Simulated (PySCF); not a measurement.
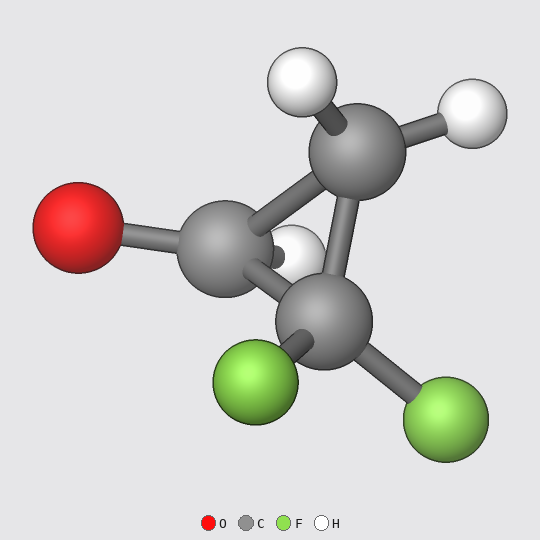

Ball-and-stick drawing of a structure.

The species has charge −1 and is a spin singlet.

**What is the molecular formula?**

C3H3F2O(-), 9 atoms: 3 carbon, 3 hydrogen, 2 fluorine and 1 oxygen.

**Does it have rings?**

Independent rings (smallest set): 1 of 3 members.

More results for the same structure follow; atom numbers are the same in all pictures, views and colours differ. The geometry was computed by an optimisation with PBE0-D3(BJ)/def2-SVP. No frequency run is at hand to confirm it as a minimum.

**Symmetry**

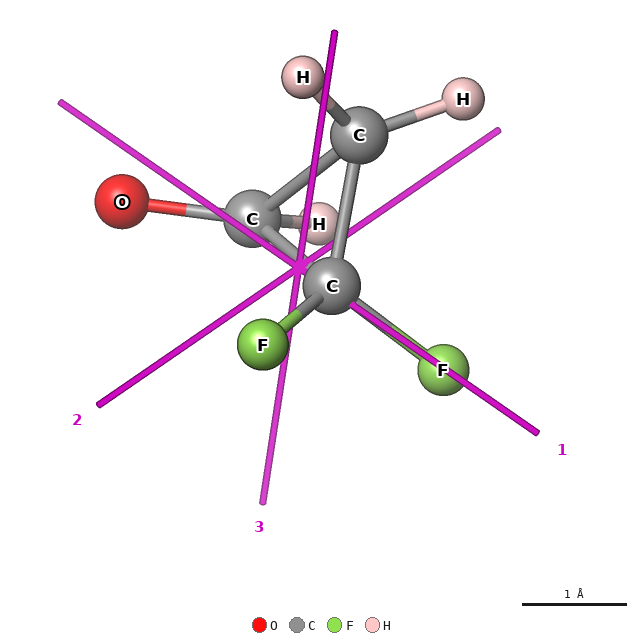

The three principal axes of inertia are drawn and numbered. Depth is shown by fading: the farther an atom, the more it takes the colour of the background. No frequency run is at hand to confirm it as a minimum. Masses are those of the most abundant isotopes; constants are for the rigid equilibrium geometry.

**Which line is the a axis (least moment of inertia), which b and which c?**

a is line 1, b is line 2, c is line 3; the moments are 89.7, 164, 184 u Å².

**What kind of rotor is it, and what are its rotational constants in GHz?**

An asymmetric top (C1): A = 5.64, B = 3.08, C = 2.75 GHz. Ray's parameter κ is −0.77, nearer the prolate limit.

**Levels of theory compared**

No frequency run is at hand to confirm it as a minimum. Program: PySCF 2.14.0.

Compare HOMO energy (eV) at these levels: CAM-B3LYP/def2-SVPD; CAM-B3LYP/def2-SVPD in acetone (IEF-PCM); CAM-B3LYP/def2-SVPD in chloroform (IEF-PCM); PBE0/pcSseg-1 in acetone (IEF-PCM); PBE0/pcSseg-1 in chloroform (IEF-PCM).

```tsv
level	HOMO energy (eV)
CAM-B3LYP/def2-SVPD	−1.67
CAM-B3LYP/def2-SVPD in acetone (IEF-PCM)	−6.31
CAM-B3LYP/def2-SVPD in chloroform (IEF-PCM)	−5.49
PBE0/pcSseg-1 in acetone (IEF-PCM)	−4.56
PBE0/pcSseg-1 in chloroform (IEF-PCM)	−3.73
```

**Charges**

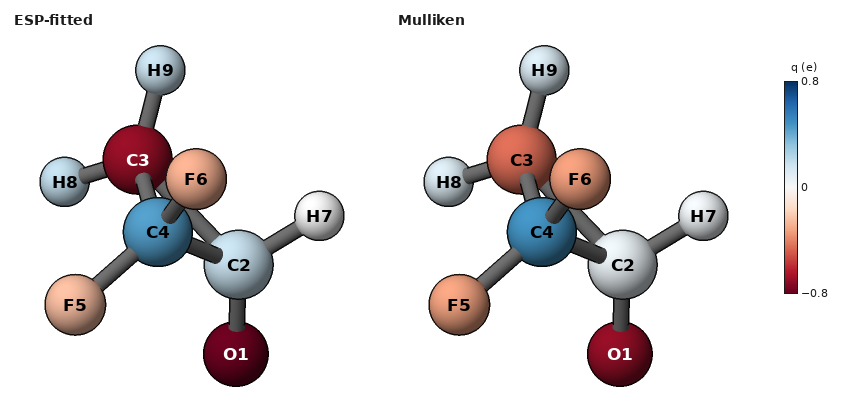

Atomic charges of one calculation by 2 schemes, on one colour scale. No frequency run is at hand to confirm it as a minimum. Level of theory: PBE0/pcSseg-1 in acetone (IEF-PCM) (PySCF 2.14.0).

**On which atom do the schemes disagree most?**

On C3 (from −0.69 to −0.45 e).

List the charges (e), one line for each set of equivalent atoms.

```tsv
atom	ESP-fitted	Mulliken
O1	−0.79	−0.70
C2	0.19	0.06
C3	−0.69	−0.45
C4	0.45	0.48
F5	−0.24	−0.32
F6	−0.28	−0.34
H7	0.00	0.03
H8	0.20	0.11
H9	0.18	0.12
```

**NMR shielding**

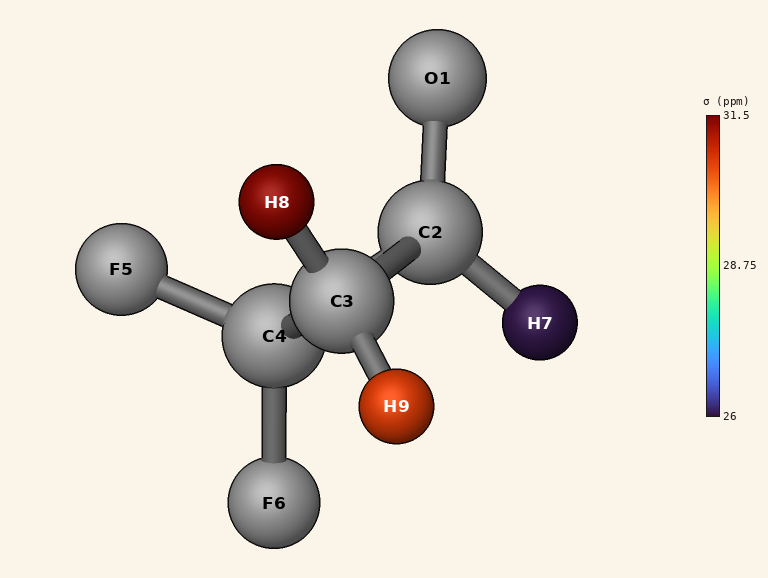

Atoms are coloured by their isotropic NMR shieldings (H only, the others grey). No frequency run is at hand to confirm it as a minimum. Properties computed with GIAO PBE0/pcSseg-1 NMR shielding, non-relativistic, IEF-PCM acetone (PySCF 2.14.0).

Give the isotropic NMR shieldings of the H atoms atom by atom.

| atom | σ (ppm) |
| --- | --- |
| H7 | 26.05 |
| H8 | 31.40 |
| H9 | 30.68 |

Mulliken values depend strongly on the basis set and can even reverse the polarity of a bond.
